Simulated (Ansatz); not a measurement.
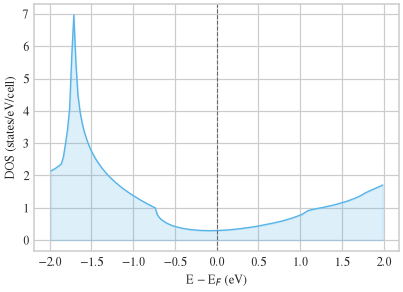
Fig. 1. Density of states of YSb (Fm-3m) near the Fermi level, PBEsol, rigid bands (Ansatz, a first-principles code).

### Question
With 2 atoms a cell, what bare Sommerfeld coefficient γ = (π²/3) k_B² N(E_F) follows?

### Answer
N(E_F) ≈ 0.30 states/eV a cell at 300 K, so γ ≈ 0.35 mJ/(mol of atoms·K²), before many-body enhancement (phonons, spin fluctuations, correlation).

### Question
How far does the Fermi level move in a rigid band for 0.1 electron a cell added or removed?

### Answer
309 meV and -330 meV.

A metal at this level (no band gap); rigid bands, thermally averaged at 300 K, both spins. Spin-orbit coupling is left out. Geometry: cell and atoms relaxed with PBEsol.

Formula and space group known from diffraction (Crystallography Open Database), not checked to be the room-temperature form: YSb (Fm-3m).
